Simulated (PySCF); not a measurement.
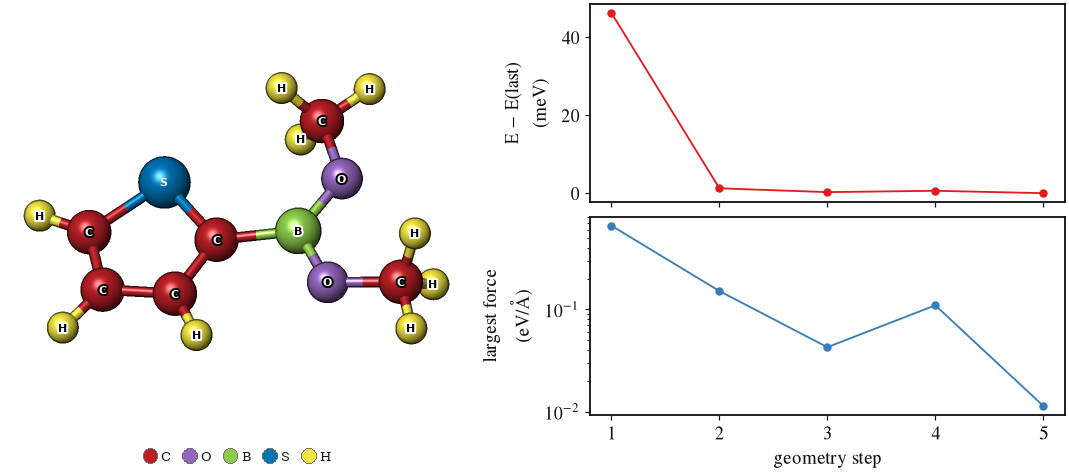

Beside the plot: the molecule at the start.

History of a geometry optimisation.

System: C₆H₉BO₂S (SMILES COB(OC)c1cccs1).
Method: PBE0-D3(BJ)/def2-SVP, geometry optimisation in PySCF 2.14.0, density fitting.

Question: How did the optimisation end?

Answer: The optimisation met its thresholds at geometry 5, counting the start as the first. The energy fell by about 46 meV from the first step to the last. The largest force goes from about 0.66 eV/Å at the start to 0.011 eV/Å at the end.
